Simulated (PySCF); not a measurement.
Al(Me)2(SMe), C3H9AlS, SMILES C[S][Al]([CH3])[CH3] at its B3LYP/def2-SVP optimised geometry (Å):

```
14

Al    -0.1013    -0.7920     0.0000
C     -1.1961    -2.4181     0.0029
H     -2.2779    -2.2114    -0.0246
H     -0.9937    -3.0247     0.9038
H     -0.9536    -3.0574    -0.8647
C      1.8655    -0.7920     0.0000
H      2.2779    -0.2724    -0.8827
H      2.2686    -1.8186    -0.0049
H      2.2775    -0.2812     0.8881
S     -1.2156     1.1040     0.0000
C      0.0637     2.4330     0.0006
H      1.0853     2.0297     0.0011
H     -0.0742     3.0574     0.8945
H     -0.0734     3.0574    -0.8934
```

Calculation: B3LYP/def2-TZVP (PySCF). Cells within 0.4 Å of a nucleus heavier than hydrogen are left out (blank, or x).

Map of the log10 of the electron density (e/bohr³), floored at −4 on the plane z = 0.0 Å:

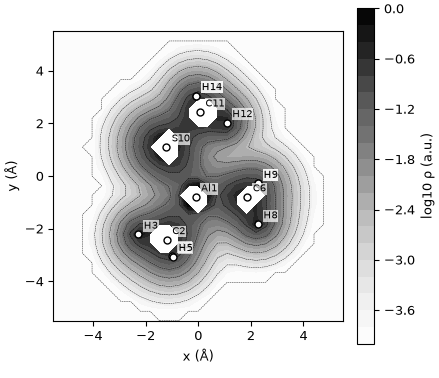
Figure. Log10 of the electron density (e/bohr³), floored at −4 on the plane z = 0.0 Å.
